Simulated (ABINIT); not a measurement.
# CdPbS3 (Pm-3m): zone-centre phonons

Aim: the zone-centre modes of CdPbS3 (Pm-3m).

Calculated with ABINIT 10.8.3; DFT PBE, scalar-relativistic, plane waves, SG15 norm-conserving pseudopotentials.

The structure was built from a prototype and need not be the compound's stable phase.

## Step 1: Set-up

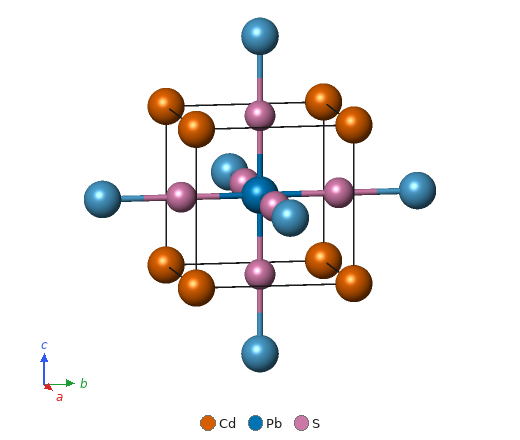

Start, viewed slightly off an axis; cadmium orange, lead blue, sulfur pink. Some periodic images of atoms are drawn too.

## Step 2: A first look

A first run with smearing and empty bands tells whether the crystal has a gap, which decides between fixed occupations and smearing later on.

Input file probe.abi:

```
# ground state
tolvrs 1.0d-08
prtden 1
prtwf 1

# basis, mesh and filling
ecut 30.0
ngkpt 4 4 4
nshiftk 1
shiftk 0.0 0.0 0.0
istwfk *1
occopt 7
tsmear 0.005
nband 36
nstep 100
diemac 9.0
prtebands 0
prtgsr 0
useylm 1

# cell and atoms
acell 9.685602279 9.685602279 9.685602279
rprim 
    1.0 0.0 0.0
    0.0 1.0 0.0
    0.0 0.0 1.0
ntypat 3
znucl 48 82 16
natom 5
typat 1 2 3 3 3
xred 
    0.0 0.0 0.0
    0.5 0.5 0.5
    0.5 0.5 0.0
    0.5 0.0 0.5
    0.0 0.5 0.5
pp_dirpath "./pseudo"
pseudos "Cd.upf, Pb.upf, S.upf"
```

Run with:

```console
$ OMP_NUM_THREADS=1 mpirun -n 4 abinit probe.abi > probe.log
```

Numbers of over 12 decimals in the logs are rounded to 6 here.

probe.abo, the main output file:

```text
[banners, grids, parts of the stress and lines that vanish by symmetry left out]
- input  file    -> probe.abi
- output file    -> probe.abo
- root for input  files -> probei
[...]
Symmetries : space group Pm -3 m (#221); Bravais cP (primitive cubic)
[...]
mpw =        7184          nfft =      110592          nkpt =          10
[...]
== DATASET  1 ==================================================================
[...]
cutoff_energies: {ecut:  30.0, pawecutdg:  -1.0, }
[...]
ETOT  1  -242.12833906952    -2.421E+02 1.199E-01 8.434E+02
 ETOT  2  -242.38087833285    -2.525E-01 1.342E-02 4.138E+02
 ETOT  3  -242.46478461498    -8.391E-02 4.342E-03 2.339E+01
 ETOT  4  -242.46671205949    -1.927E-03 4.449E-04 8.178E+00
 ETOT  5  -242.46770526237    -9.932E-04 2.440E-04 1.252E-01
[...]
ETOT 10  -242.46772294154    -2.541E-11 1.947E-05 3.974E-08
 ETOT 11  -242.46772294156    -1.069E-11 2.599E-05 4.714E-10
 At SCF step   11       vres2   =  4.71E-10 < tolvrs=  1.00E-08 =>converged.
[...]
sigma(1 1)= -6.78030763E-05  sigma(3 2)=  0.00000000E+00
  sigma(2 2)= -6.78030763E-05  sigma(3 1)=  0.00000000E+00
  sigma(3 3)= -6.78030763E-05  sigma(2 1)=  0.00000000E+00
[...]
convergence: {deltae: -1.069E-11, res2:  4.714E-10, residm:  2.599E-05, diffor: null, }
etotal    :  -2.42467723E+02
[...]
sigma(1 1)= -6.78030763E-05  sigma(3 2)=  0.00000000E+00
  sigma(2 2)= -6.78030763E-05  sigma(3 1)=  0.00000000E+00
  sigma(3 3)= -6.78030763E-05  sigma(2 1)=  0.00000000E+00
[...]
- sigma(1 1)= -1.99483538E+00  sigma(3 2)=  0.00000000E+00
- sigma(2 2)= -1.99483538E+00  sigma(3 1)=  0.00000000E+00
- sigma(3 3)= -1.99483538E+00  sigma(2 1)=  0.00000000E+00
[...]
fcart     -0.0000000000E+00 -0.0000000000E+00 -0.0000000000E+00
           strten     -6.7803076301E-05 -6.7803076301E-05 -6.7803076301E-05
================================================================================

[key lines of the parts left out:]
pressure_GPa:   1.9948E+00
```

Run time: 32 s. Hardware: 4 MPI ranks of Arm Neoverse V1, shared host; 2.1 min of CPU time.

Read from the output:

- volume per atom: 26.93 Å³
- pressure: 1.995 GPa
- gap on the k-mesh: 0 eV

No gap opens on this mesh, so smearing is kept; the printed pressure holds the stress of the finite basis too.

## Step 3: Rough relaxation

The typed start is rough, so a first relaxation with smearing and loose thresholds takes it towards rest cheaply.

Input file prerelax.abi:

```
# relaxation
ionmov 2
optcell 2
dilatmx 1.15
chkdilatmx 0
ntime 40
tolmxf 3.0d-04
tolvrs 1.0d-10
prtwf 0
prtden 0
chksymtnons 0

# basis, mesh and filling
ecut 31.0
ecutsm 3.0
ngkpt 4 4 4
nshiftk 1
shiftk 0.0 0.0 0.0
istwfk *1
occopt 7
tsmear 0.005
nband 36
nstep 100
diemac 1000000.0
prtebands 0
prtgsr 0
useylm 1

# cell and atoms
acell 9.685602279 9.685602279 9.685602279
rprim 
    1.0 0.0 0.0
    0.0 1.0 0.0
    0.0 0.0 1.0
ntypat 3
znucl 48 82 16
natom 5
typat 1 2 3 3 3
xred 
    0.0 0.0 0.0
    0.5 0.5 0.5
    0.5 0.5 0.0
    0.5 0.0 0.5
    0.0 0.5 0.5
pp_dirpath "./pseudo"
pseudos "Cd.upf, Pb.upf, S.upf"
```

Run with:

```console
$ OMP_NUM_THREADS=1 mpirun -n 4 abinit prerelax.abi > prerelax.log
```

prerelax.abo, the main output file:

```text
[banners, grids, parts of the stress and lines that vanish by symmetry left out]
- input  file    -> prerelax.abi
- output file    -> prerelax.abo
- root for input  files -> prerelaxi
[...]
Symmetries : space group Pm -3 m (#221); Bravais cP (primitive cubic)
[...]
mpw =       11536          nfft =      216000          nkpt =          10
[...]
== DATASET  1 ==================================================================
[...]
cutoff_energies: {ecut:  31.0, pawecutdg:  -1.0, }
[...]
ETOT  1  -242.15638257977    -2.422E+02 1.067E-01 1.614E+03
 ETOT  2  -242.42319522619    -2.668E-01 4.341E-03 3.616E+02
 ETOT  3  -242.46535911150    -4.216E-02 1.482E-03 3.815E+01
 ETOT  4  -242.46745983793    -2.101E-03 7.321E-04 2.724E+00
 ETOT  5  -242.46769398045    -2.341E-04 7.151E-04 3.418E-02
[...]
At SCF step   13       vres2   =  2.71E-13 < tolvrs=  1.00E-10 =>converged.
[...]
ETOT 10  -242.46912140164     3.695E-12 3.490E-08 9.547E-12
 At SCF step   10       vres2   =  9.55E-12 < tolvrs=  1.00E-10 =>converged.
[...]
sigma(1 1)= -1.94142627E-07  sigma(3 2)=  0.00000000E+00
  sigma(2 2)= -1.94142627E-07  sigma(3 1)=  0.00000000E+00
  sigma(3 3)= -1.94142627E-07  sigma(2 1)=  0.00000000E+00
[...]
convergence: {deltae:  3.695E-12, res2:  9.547E-12, residm:  3.490E-08, diffor: null, }
etotal    :  -2.42469121E+02
[...]
At Broyd/MD step   4, gradients are converged :
[...]
sigma(1 1)= -1.94142627E-07  sigma(3 2)=  0.00000000E+00
  sigma(2 2)= -1.94142627E-07  sigma(3 1)=  0.00000000E+00
  sigma(3 3)= -1.94142627E-07  sigma(2 1)=  0.00000000E+00
[...]
- sigma(1 1)= -5.71187330E-03  sigma(3 2)=  0.00000000E+00
- sigma(2 2)= -5.71187330E-03  sigma(3 1)=  0.00000000E+00
- sigma(3 3)= -5.71187330E-03  sigma(2 1)=  0.00000000E+00
[...]
fcart     -0.0000000000E+00 -0.0000000000E+00 -0.0000000000E+00
           strten     -1.9414262737E-07 -1.9414262738E-07 -1.9414262737E-07
================================================================================

[key lines of the parts left out:]
pressure_GPa:   5.7119E-03
Total energy (etotal) [Ha]= -2.42469121401645E+02
```

The job ended after 3.8 min (4 MPI ranks).

Relaxation path:

```tsv
step	energy less that of the first step (eV)	largest force (eV/Å)	volume (Å³)
1	0.0000	0.0000	134.64
2	-0.0099	0.0000	135.48
3	-0.0386	0.0000	140.65
4	-0.0387	0.0000	140.98
```

```tsv
conventional cell, symmetrised	before	after	change
a (Å)	5.125	5.205	+1.5 %
b (Å)	5.125	5.205	+1.5 %
c (Å)	5.125	5.205	+1.5 %
volume (Å³/atom)	26.93	28.20	+4.7 %
```

Final coordinates:

```xyz
5
Lattice="5.2045 0.0000 0.0000 0.0000 5.2045 0.0000 0.0000 0.0000 5.2045" Properties=species:S:1:pos:R:3 pbc="T T T"
Cd    0.0000    0.0000    0.0000
Pb    2.6023    2.6023    2.6023
S     2.6023    2.6023    0.0000
S     2.6023    0.0000    2.6023
S     0.0000    2.6023    2.6023
```

Read from the output:

```
volume per atom : 28.20 Å³
pressure        : 0.005712 GPa
```

The volume changes by +4.7 % in this run and stands +4.7 % from the first cell.

## Step 4: Relaxation

The harmonic expansion needs vanishing forces, and a free crystal bears no stress, so cell and atoms are brought to rest. Stress is more sensitive to the basis than forces are: the last 3 Ha under the cutoff are smoothed with ecutsm, and the cutoff is raised above that of the later runs.

Input file relax.abi:

```
# relaxation
ionmov 2
optcell 2
dilatmx 1.08
ntime 40
tolmxf 1.0d-05
tolvrs 1.0d-14
prtwf 0
prtden 0
chksymtnons 0

# basis, mesh and filling
ecut 38.0
ecutsm 3.0
ngkpt 4 4 4
nshiftk 1
shiftk 0.0 0.0 0.0
istwfk *1
occopt 7
tsmear 0.01
nband 36
nstep 100
diemac 1000000.0
prtebands 0
prtgsr 0
useylm 1

# cell and atoms
acell 9.835142871 9.835142871 9.835142871
rprim 
    1.0 0.0 0.0
    0.0 1.0 0.0
    0.0 0.0 1.0
ntypat 3
znucl 48 82 16
natom 5
typat 1 2 3 3 3
xred 
    0.0 0.0 0.0
    0.5 0.5 0.5
    0.5 0.5 0.0
    0.5 0.0 0.5
    0.0 0.5 0.5
pp_dirpath "./pseudo"
pseudos "Cd.upf, Pb.upf, S.upf"
```

Run with:

```console
$ OMP_NUM_THREADS=1 mpirun -n 4 abinit relax.abi > relax.log
```

relax.abo, the main output file:

```text
[banners, grids, parts of the stress and lines that vanish by symmetry left out]
- input  file    -> relax.abi
- output file    -> relax.abo
- root for input  files -> relaxi
[...]
Symmetries : space group Pm -3 m (#221); Bravais cP (primitive cubic)
[...]
mpw =       13448          nfft =      216000          nkpt =          10
[...]
== DATASET  1 ==================================================================
[...]
cutoff_energies: {ecut:  38.0, pawecutdg:  -1.0, }
[...]
ETOT  1  -242.11220412181    -2.421E+02 8.282E-02 1.710E+03
 ETOT  2  -242.41626712336    -3.041E-01 1.290E-02 4.685E+02
 ETOT  3  -242.47027789622    -5.401E-02 2.404E-03 3.511E+01
 ETOT  4  -242.47237897816    -2.101E-03 7.565E-04 9.894E-01
 ETOT  5  -242.47244275008    -6.377E-05 3.362E-04 3.360E-02
[...]
At SCF step   14       vres2   =  7.41E-15 < tolvrs=  1.00E-14 =>converged.
[...]
sigma(1 1)= -9.76474311E-07  sigma(3 2)=  0.00000000E+00
  sigma(2 2)= -9.76474311E-07  sigma(3 1)=  0.00000000E+00
  sigma(3 3)= -9.76474311E-07  sigma(2 1)=  0.00000000E+00
[...]
convergence: {deltae:  6.651E-12, res2:  7.412E-15, residm:  4.648E-05, diffor: null, }
etotal    :  -2.42472447E+02
[...]
ETOT  1  -242.47244566797    -2.425E+02 3.189E-05 1.083E-02
[...]
At SCF step   10       vres2   =  9.77E-15 < tolvrs=  1.00E-14 =>converged.
[...]
sigma(1 1)= -8.60364670E-07  sigma(3 2)=  0.00000000E+00
  sigma(2 2)= -8.60364670E-07  sigma(3 1)=  0.00000000E+00
  sigma(3 3)= -8.60364670E-07  sigma(2 1)=  0.00000000E+00
[...]
convergence: {deltae:  4.064E-12, res2:  9.769E-15, residm:  2.853E-06, diffor: null, }
etotal    :  -2.42472447E+02
[...]
ETOT  1  -242.47239391519    -2.425E+02 2.249E-06 5.962E-01
[...]
ETOT 10  -242.47244689715    -1.327E-11 1.880E-07 5.297E-13
 ETOT 11  -242.47244689712     3.013E-11 2.100E-07 3.959E-15
 At SCF step   11       vres2   =  3.96E-15 < tolvrs=  1.00E-14 =>converged.
[...]
sigma(1 1)= -9.10181274E-10  sigma(3 2)=  0.00000000E+00
  sigma(2 2)= -9.10181270E-10  sigma(3 1)=  0.00000000E+00
  sigma(3 3)= -9.10181267E-10  sigma(2 1)=  0.00000000E+00
[...]
convergence: {deltae:  3.013E-11, res2:  3.959E-15, residm:  2.100E-07, diffor: null, }
etotal    :  -2.42472447E+02
[...]
At Broyd/MD step   3, gradients are converged :
[...]
sigma(1 1)= -9.10181274E-10  sigma(3 2)=  0.00000000E+00
  sigma(2 2)= -9.10181270E-10  sigma(3 1)=  0.00000000E+00
  sigma(3 3)= -9.10181267E-10  sigma(2 1)=  0.00000000E+00
[...]
- sigma(1 1)= -2.67784576E-05  sigma(3 2)=  0.00000000E+00
- sigma(2 2)= -2.67784575E-05  sigma(3 1)=  0.00000000E+00
- sigma(3 3)= -2.67784574E-05  sigma(2 1)=  0.00000000E+00
[...]
fcart     -0.0000000000E+00 -0.0000000000E+00 -0.0000000000E+00
           strten     -9.1018127410E-10 -9.1018126976E-10 -9.1018126716E-10
================================================================================

[key lines of the parts left out:]
pressure_GPa:   2.6778E-05
Total energy (etotal) [Ha]= -2.42472446897120E+02
```

Run time: 3.2 min. Hardware: 4 MPI ranks.

Little changed from the start: no atom moved by 0.005 Å and no cell edge by 0.1 %.

This step gave:

```
volume per atom : 28.22 Å³
pressure        : 2.68e-5 GPa
```

The volume changes by +0.1 % in this run and stands +4.8 % from the first cell.

## Step 5: Self-consistent run for the response

First-order wavefunctions inherit every error of the ground state, hence the very tight tolvrs. Smearing stays on, as the first look found no gap above 0.3 eV.

Input file gs.abi:

```
# ground state
tolvrs 1.0d-16
prtden 1
prtwf 1

# basis, mesh and filling
ecut 30.0
ngkpt 4 4 4
nshiftk 1
shiftk 0.0 0.0 0.0
istwfk *1
occopt 7
tsmear 0.01
nband 36
nstep 100
diemac 1000000.0
prtebands 0
prtgsr 0
useylm 1

# cell and atoms
acell 9.83756746 9.83756746 9.83756746
rprim 
    1.0 0.0 0.0
    0.0 1.0 0.0
    0.0 0.0 1.0
ntypat 3
znucl 48 82 16
natom 5
typat 1 2 3 3 3
xred 
    0.0 0.0 0.0
    0.5 0.5 0.5
    0.5 0.5 0.0
    0.5 0.0 0.5
    0.0 0.5 0.5
pp_dirpath "./pseudo"
pseudos "Cd.upf, Pb.upf, S.upf"
```

Run with:

```console
$ OMP_NUM_THREADS=1 mpirun -n 4 abinit gs.abi > gs.log
```

gs.abo, the main output file:

```text
[banners, grids, parts of the stress and lines that vanish by symmetry left out]
- input  file    -> gs.abi
- output file    -> gs.abo
- root for input  files -> gsi
[...]
Symmetries : space group Pm -3 m (#221); Bravais cP (primitive cubic)
[...]
mpw =        7568          nfft =      125000          nkpt =          10
[...]
== DATASET  1 ==================================================================
[...]
cutoff_energies: {ecut:  30.0, pawecutdg:  -1.0, }
[...]
ETOT  1  -242.15182367411    -2.422E+02 5.827E-02 9.519E+02
 ETOT  2  -242.41937565060    -2.676E-01 3.026E-03 2.480E+02
 ETOT  3  -242.46989243647    -5.052E-02 8.403E-04 2.189E+01
 ETOT  4  -242.47214511633    -2.253E-03 6.661E-04 5.081E-01
 ETOT  5  -242.47220721906    -6.210E-05 3.033E-04 1.767E-02
[...]
ETOT 15  -242.47221072236     2.603E-11 6.808E-05 1.559E-16
 ETOT 16  -242.47221072237    -1.174E-11 1.962E-05 1.590E-17
 At SCF step   16       vres2   =  1.59E-17 < tolvrs=  1.00E-16 =>converged.
[...]
sigma(1 1)=  1.34498375E-06  sigma(3 2)=  0.00000000E+00
  sigma(2 2)=  1.34498375E-06  sigma(3 1)=  0.00000000E+00
  sigma(3 3)=  1.34498375E-06  sigma(2 1)=  0.00000000E+00
[...]
convergence: {deltae: -1.174E-11, res2:  1.590E-17, residm:  1.962E-05, diffor: null, }
etotal    :  -2.42472211E+02
[...]
sigma(1 1)=  1.34498375E-06  sigma(3 2)=  0.00000000E+00
  sigma(2 2)=  1.34498375E-06  sigma(3 1)=  0.00000000E+00
  sigma(3 3)=  1.34498375E-06  sigma(2 1)=  0.00000000E+00
[...]
- sigma(1 1)=  3.95707881E-02  sigma(3 2)=  0.00000000E+00
- sigma(2 2)=  3.95707881E-02  sigma(3 1)=  0.00000000E+00
- sigma(3 3)=  3.95707881E-02  sigma(2 1)=  0.00000000E+00
[...]
fcart     -0.0000000000E+00 -0.0000000000E+00 -0.0000000000E+00
           strten      1.3449837493E-06  1.3449837493E-06  1.3449837493E-06
================================================================================

[key lines of the parts left out:]
pressure_GPa:  -3.9571E-02
```

Wall time 50 s (4 MPI ranks); 3.3 min of CPU time.

Read from the output:

```yaml
pressure: -0.03957 GPa
```

The cell stands at -0.040 GPa, close enough for phonons.

(Continued in part 2 of 4.)

[Host names and launcher messages were left out of these logs when they were recorded.]

[Logs are printed without paths, hosts, clocks, repeated set-up lines and the standing remarks that a program may print on its own settings, such as how far it seeks lower states.]

[Hosts, paths, dates, database ids (printed as entryN), source tags and the programs' standing remarks are cut or masked in the printed files.]
